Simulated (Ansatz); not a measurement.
**BFH₄OSi···H₂: density, localisation and related maps**

Input file:

```
crystal:
  periodic: [false, false, false]
  atoms:
    - { symbol: B, position_ang: [0.0, 0.0, 0.0] }
    - { symbol: H, position_ang: [0.0, 0.0, 1.54] }
    - { symbol: F, position_ang: [1.1431, 0.0, -0.66] }
    - { symbol: O, position_ang: [-1.2211, 0.0, -0.705] }
    - { symbol: H, position_ang: [-1.7308, -0.8467, -0.4965] }
    - { symbol: Si, position_ang: [0.1008, 2.1328, 0.7095] }
    - { symbol: H, position_ang: [0.6771, 2.1737, 2.0503] }
    - { symbol: H, position_ang: [0.9351, 2.9107, -0.2019] }
    - { symbol: H, position_ang: [-1.2441, 2.7001, 0.741] }
    - { symbol: H, position_ang: [0.0412, 0.871, 1.6809] }
basis:
  gaussian: { orbitals: "6-31G*" }
hamiltonian:
  xc: pbe
  dispersion: d4
relax:
  f_tol: 0.15
  max_steps: 25
  restrain:
    - { distance: [0, 5], at: 1.95, k: 30.0 }
    - { distance: [9, 1], at: 0.66, k: 30.0 }
    - { distance: [0, 1], at: 2.39, k: 30.0 }
    - { distance: [9, 5], at: 2.66, k: 30.0 }
output:
  orbitals: {}
```

Command:

```sh
ansatz run input.yaml --threads 1 --pin off --max-ram 2048MiB --backend cpu --events-out ev --progress --plain --runs-dir out
```

The fields are those of the run's last geometry, not of the input's.

Not at a stationary point (largest force 1.6 eV/Å).

Method: RKS PBE-D4/6-31G* (Ansatz 0.2.0).

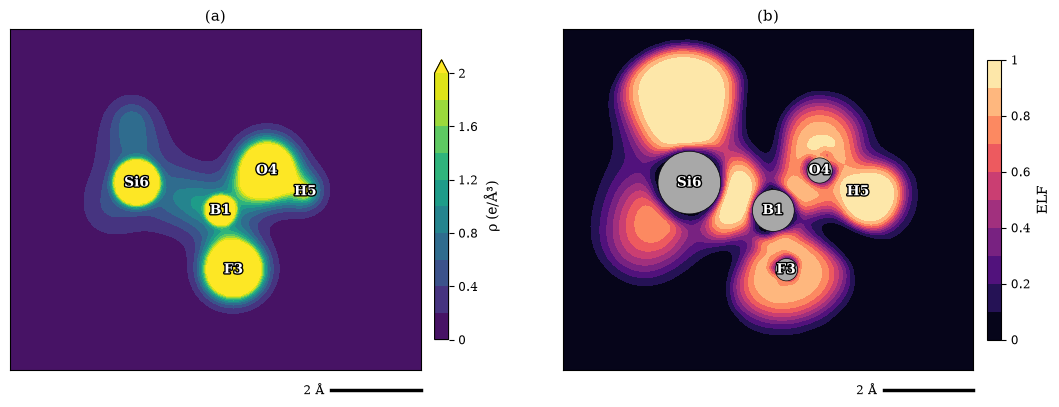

Figure 1. (a) electron density; (b) ELF on the plane of atoms F3, B1 and O4. Grey discs cover the atomic cores in the ELF map.

**What does the map show?**

- Atoms in the plane: B, F, O, H and Si.
- B–F (1.35 Å): the density is about 2 e/Å³ at the midpoint; the ELF peaks at about 0.85 between the atoms, as expected for a shared but strongly polarised pair.
- B–O (1.37 Å): ρ is about 2.1 e/Å³ halfway; the ELF peaks at about 0.90 between the atoms, as expected for a polar covalent bond.
- Si–B (1.98 Å): the density is about 0.85 e/Å³ at the midpoint; the ELF peaks at about 1 between the atoms; a shared electron pair.
- O–H (0.98 Å): ρ at the midpoint is about 3.5 e/Å³; the ELF climbs to about 1 towards the hydrogen, as it does in any bond to H; an ordinary covalent bond to hydrogen.
- The ELF also peaks beside F3 and O4, away from the bonds: lone-pair regions.

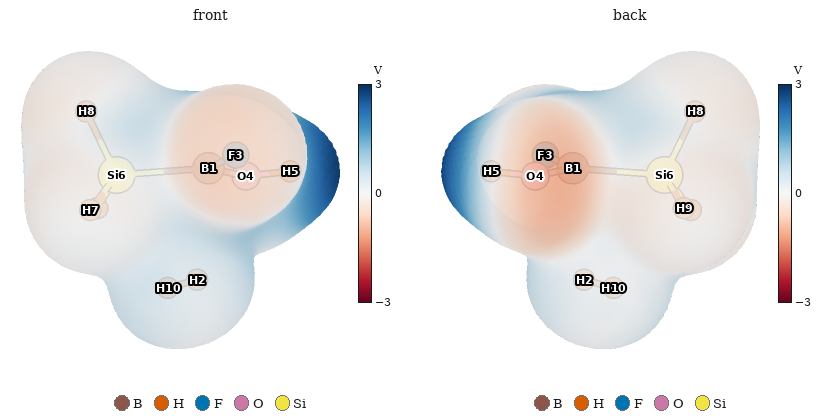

Figure 2. The electrostatic potential painted on the density surface at 0.002 e/bohr³, seen from the front and from behind; red is negative and blue positive.

**Describe the electrostatic potential map.**

The most negative region (about −1.0 V) lies over O4, the most positive (about +2.8 V) over H5. O4 is the likeliest acceptor of a hydrogen bond.

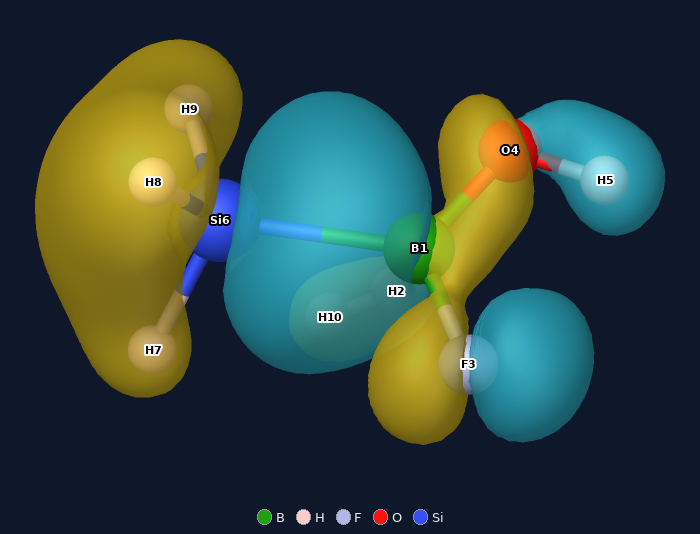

Figure 3. The HOMO at ±0.08 Å⁻³ᐟ² (yellow and cyan are the two phases), seen from one side.

**Where does this orbital lie, and at what energy?**

It lies mainly on Si6 (about 35 %), B1 (about 25 %), F3 (about 15 %) and H8 (about 5 %). Its energy is −7.26 eV.
